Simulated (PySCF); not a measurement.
# CAM-B3LYP/def2-SVP (core potential) run of InCNClF (SMILES N#[C][In]([F])[Cl])

What is the energy change on altering one bond length of InCNClF at CAM-B3LYP/def2-SVP (core potential)? The job is set up through a Python script.

The calculation is run with PySCF 2.14.0.

1 further run of the same task is left out (set aside as unsound or not needed).

### 1 The structure to begin with

InCNClF: 5 atoms, total charge 0, spin state singlet. As SMILES, `N#[C][In]([F])[Cl]`. The coordinates come from a PBE0-D4/def2-TZVP relaxation.

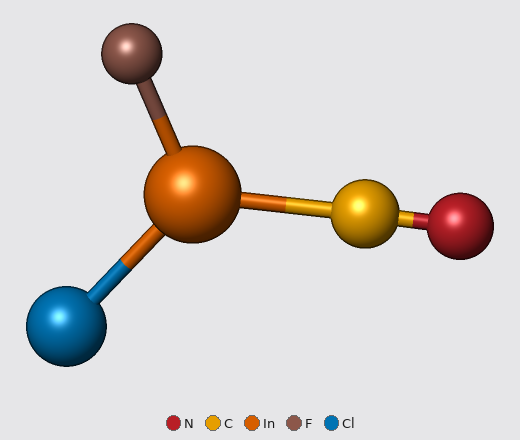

Viewed from a chosen angle; nitrogen red, carbon amber, indium orange, fluorine brown, chlorine blue.

### 2 The energy at CAM-B3LYP/def2-SVP (core potential)

Contents of run.py:

```python
from pyscf import gto, dft

mol = gto.M(
    atom=[
    ('N', (-1.392600, 1.451400, 1.648800)),
    ('C', (-0.781900, 0.784400, 0.934900)),
    ('In', (0.330400, -0.389600, -0.376400)),
    ('F', (0.434400, -2.280900, -0.039700)),
    ('Cl', (1.459700, 0.361000, -2.209100)),
],
    ecp={'In': 'def2-svp'},
    max_memory=1860,
    verbose=3,
    basis='def2-svp',
    spin=0,
)

myscf = dft.RKS(mol)
myscf.xc = 'cam-b3lyp'
myscf.grids.level = 5
myscf.conv_tol = 1e-10
myscf.kernel()
if not myscf.converged:
    myscf = myscf.newton().run(myscf.mo_coeff, myscf.mo_occ)

e_tot = myscf.e_tot
print('E = %.10f Eh' % e_tot)
```

The run is started by

```
OMP_NUM_THREADS=1 python run.py
```

The program printed:

```text
converged SCF energy = -842.706831475786
E = -842.7068314758 Eh
```

Run time: 31 s. Hardware: 1 thread of Intel Xeon at 2.70GHz, shared host; peak memory 0.45 GiB.

### 3 The distorted shape, same level

Contents of mol.xyz:

```xyz
5
CClFInN
N     -1.575799     1.651488     1.862957
C     -0.781900     0.784400     0.934900
In     0.330400    -0.389600    -0.376400
F      0.434400    -2.280900    -0.039700
Cl     1.459700     0.361000    -2.209100
```

Contents of calc.py:

```python
from pyscf import gto, dft

mol = gto.M(
    atom='mol.xyz',
    ecp={'In': 'def2-svp'},
    spin=0,
    verbose=4,
    basis='def2-svp',
    max_memory=1860,
)

myscf = dft.RKS(mol, xc='cam-b3lyp')
myscf.conv_tol = 1e-10
myscf.grids.level = 5
myscf.kernel()
if not myscf.converged:
    myscf = myscf.newton().run(myscf.mo_coeff, myscf.mo_occ)

e_final = myscf.e_tot
print('Final energy', e_final)
```

The run is started by

```
OMP_NUM_THREADS=1 python calc.py
```

The program printed:

```text
PySCF version 2.14.0

[INPUT] num. atoms = 5
[INPUT] num. electrons = 60
[INPUT] charge = 0
[INPUT] spin (= nelec alpha-beta = 2S) = 0
[INPUT] symmetry False subgroup None
[INPUT] Mole.unit = angstrom
[INPUT] Symbol           X                Y                Z      unit          X                Y                Z       unit  Magmom
[INPUT]  1 N     -1.575799000000   1.651488000000   1.862957000000 AA   -2.977828537363   3.120860018006   3.520478511841 Bohr   0.0
[INPUT]  2 C     -0.781900000000   0.784400000000   0.934900000000 AA   -1.477576856797   1.482301172109   1.766704953856 Bohr   0.0
[INPUT]  3 In     0.330400000000  -0.389600000000  -0.376400000000 AA    0.624365511556  -0.736237298131  -0.711292913286 Bohr   0.0
[INPUT]  4 F      0.434400000000  -2.280900000000  -0.039700000000 AA    0.820897028511  -4.310276317520  -0.075022127145 Bohr   0.0
[INPUT]  5 Cl     1.459700000000   0.361000000000  -2.209100000000 AA    2.758433224028   0.682191130968  -4.174593981777 Bohr   0.0

nuclear repulsion = 267.28579914471
number of shells = 36
number of NR pGTOs = 169
number of NR cGTOs = 86
basis = def2-svp
ecp = {'In': 'def2-svp'}

******** <class 'pyscf.dft.rks.RKS'> ********
method = RKS
initial guess = minao
damping factor = 0
level_shift factor = 0
DIIS = <class 'pyscf.scf.diis.CDIIS'>
diis_start_cycle = 1
diis_space = 8
diis_damp = 0
SCF conv_tol = 1e-10
SCF conv_tol_grad = None
SCF max_cycles = 50
direct_scf = True
direct_scf_tol = 1e-13
XC library pyscf.dft.libxc version 7.0.0
    S. Lehtola, C. Steigemann, M. J.T. Oliveira, and M. A.L. Marques.,  SoftwareX 7, 1–5 (2018)
XC functionals = cam-b3lyp
    T. Yanai, D. P. Tew, and N. C. Handy.,  Chem. Phys. Lett. 393, 51 (2004)
radial grids:
    Treutler-Ahlrichs [JCP 102, 346 (1995); DOI:10.1063/1.469408] (M4) radial grids

becke partition: Becke, JCP 88, 2547 (1988); DOI:10.1063/1.454033
pruning grids: <function nwchem_prune>
grids dens level: 5
symmetrized grids: False
atomic radii adjust function: <function treutler_atomic_radii_adjust>
small_rho_cutoff = 0
Set gradient conv threshold to 1e-05
Initial guess from minao.
tot grids = 219344
init E= -821.093664623051
  HOMO = -0.559821901133426  LUMO = -0.544325044735968  gap/eV = 0.42169
cycle= 1 E= -840.014458933634  delta_E= -18.9  |g|= 2.87  |ddm|= 12.7
  HOMO = -0.0168537470164761  LUMO = -0.0151163351112109  gap/eV = 0.04728
cycle= 2 E= -810.367191512892  delta_E= 29.6  |g|= 7.97  |ddm|= 11.1
  HOMO = -0.314759610043922  LUMO = -0.0660139474673332  gap/eV = 6.76871
cycle= 3 E= -841.151184117842  delta_E= -30.8  |g|= 2.31  |ddm|= 9.12
  HOMO = -0.333569213090429  LUMO = -0.0920817980055467  gap/eV = 6.57121
cycle= 4 E= -841.464469391913  delta_E= -0.313  |g|= 1.97  |ddm|= 2.74
  HOMO = -0.298696450464483  LUMO = -0.118002068217704  gap/eV = 4.91694
cycle= 5 E= -842.366170839897  delta_E= -0.902  |g|= 0.977  |ddm|= 1.78
  HOMO = -0.388400052718222  LUMO = -0.107367154122266  gap/eV = 7.64729
cycle= 6 E= -842.5508572039  delta_E= -0.185  |g|= 0.224  |ddm|= 0.607
  HOMO = -0.378323017163413  LUMO = -0.0865777885440777  gap/eV = 7.93879
cycle= 7 E= -842.559768398347  delta_E= -0.00891  |g|= 0.13  |ddm|= 0.172
  HOMO = -0.374143469710929  LUMO = -0.0833338172333228  gap/eV = 7.91333
cycle= 8 E= -842.563720163355  delta_E= -0.00395  |g|= 0.0184  |ddm|= 0.0806
  HOMO = -0.376943030122391  LUMO = -0.0847429675032869  gap/eV = 7.95117
cycle= 9 E= -842.563806363668  delta_E= -8.62e-05  |g|= 0.00286  |ddm|= 0.0151
  HOMO = -0.376909960638853  LUMO = -0.0845842955868906  gap/eV = 7.95459
cycle= 10 E= -842.563809118712  delta_E= -2.76e-06  |g|= 0.00056  |ddm|= 0.00392
  HOMO = -0.376811332856959  LUMO = -0.0845264448148498  gap/eV = 7.95348
cycle= 11 E= -842.563809267988  delta_E= -1.49e-07  |g|= 0.000589  |ddm|= 0.00119
  HOMO = -0.376822165171669  LUMO = -0.0845393937219318  gap/eV = 7.95342
cycle= 12 E= -842.563809366771  delta_E= -9.88e-08  |g|= 0.000269  |ddm|= 0.000542
  HOMO = -0.376816814637724  LUMO = -0.0845321929956777  gap/eV = 7.95347
cycle= 13 E= -842.56380940287  delta_E= -3.61e-08  |g|= 6.09e-05  |ddm|= 0.000436
  HOMO = -0.376829210590548  LUMO = -0.0845338371151103  gap/eV = 7.95376
cycle= 14 E= -842.563809408214  delta_E= -5.34e-09  |g|= 2.27e-05  |ddm|= 0.000186
  HOMO = -0.376830983553341  LUMO = -0.0845340646554021  gap/eV = 7.95380
cycle= 15 E= -842.563809409207  delta_E= -9.93e-10  |g|= 8.13e-06  |ddm|= 8.06e-05
  HOMO = -0.376831868203003  LUMO = -0.0845337082278474  gap/eV = 7.95384
cycle= 16 E= -842.563809409347  delta_E= -1.4e-10  |g|= 4.86e-06  |ddm|= 3.52e-05
  HOMO = -0.376831455431206  LUMO = -0.0845334979853908  gap/eV = 7.95383
cycle= 17 E= -842.563809409356  delta_E= -9.09e-12  |g|= 1.11e-06  |ddm|= 1.2e-05
  HOMO = -0.376831527660374  LUMO = -0.0845335282225588  gap/eV = 7.95383
Extra cycle  E= -842.563809409361  delta_E= -4.77e-12  |g|= 2.55e-06  |ddm|= 2.65e-06
converged SCF energy = -842.563809409361
Final energy -842.5638094093606
```

Wall time 27 s (1 thread of Intel Xeon at 2.70GHz, shared host); peak memory 0.45 GiB.

### 4 Results

Level: CAM-B3LYP/def2-SVP (core potential).

```
                                                         quantity          value
                                        first shape: total energy  -842.70683 Eh
                                       first shape: dipole moment         1.48 D
                                         first shape: HOMO energy      -11.06 eV
                                         first shape: LUMO energy       -1.57 eV
                                       first shape: HOMO–LUMO gap        9.48 eV
                                    distorted shape: total energy  -842.56381 Eh
                                   distorted shape: dipole moment         1.49 D
                                     distorted shape: HOMO energy      -10.25 eV
                                     distorted shape: LUMO energy       -2.30 eV
                                   distorted shape: HOMO–LUMO gap        7.95 eV
energy change with the N1–C2 bond stretched from 1.152 to 1.498 Å       3.892 eV
```

In words: With the N1–C2 bond stretched from 1.152 to 1.498 Å the energy rises by 3.89 eV (90 kcal/mol). The first shape isn't relaxed at this level, so the change isn't measured from a minimum. Mulliken charges (first shape) run from -0.41 on F4 to +0.76 on In3; they depend strongly on the basis. Mulliken charges (distorted shape) run from -0.41 on F4 to +0.77 on In3; they depend strongly on the basis.
